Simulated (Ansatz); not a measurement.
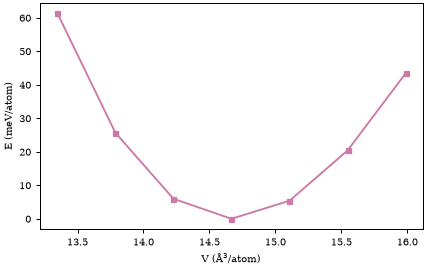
*Ti2InC in space group P6_3/mmc (No. 194; Ti on 4f, In on 2d, C on 2a) under volume change, PBEsol (plane waves, PAW; program Ansatz), shape and atoms relaxed at each volume.*

Task: What does a third-order Birch–Murnaghan fit give for V₀, B₀ and B′?

Result: V₀ = 14.67 Å³/atom, B₀ = 138 GPa, B′ = 4.8.

The workflow started from a Materials Project entry (that database holds measured and hypothetical structures alike); the Crystallography Open Database copy checked does not list it. Whether it is the stable phase at ambient conditions was not checked. The cell was relaxed with PBEsol under the symmetry of its start; whether a distortion lowers the energy is not shown. The run is not spin-polarised.

Potentials: the later of the program's two PAW sets.
